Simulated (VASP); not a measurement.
Band structure of Ga4AsSb3 (ordered alloy cell). All values below come from PBEsol GGA, VASP's PBE PAW potentials (set 64) (plane waves; VASP).

Unless said otherwise, spin-orbit coupling is left out, though it shifts the bands of the heavy elements here.

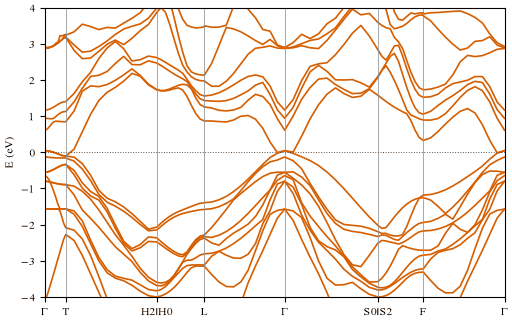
Fig. 1. Bands along high-symmetry lines, zero at the valence-band maximum or, without a gap, the Fermi level

**Question.** Read the plot: is there a gap, and where are the band edges?

**Answer.** It has no gap at this level: it comes out as a metal or semimetal. (Edges off the drawn lines would not show.)

The structure was generated: Ga4AsSb3 was put into an ordered model structure (R3m), which need not be its known phase. It was relaxed first.
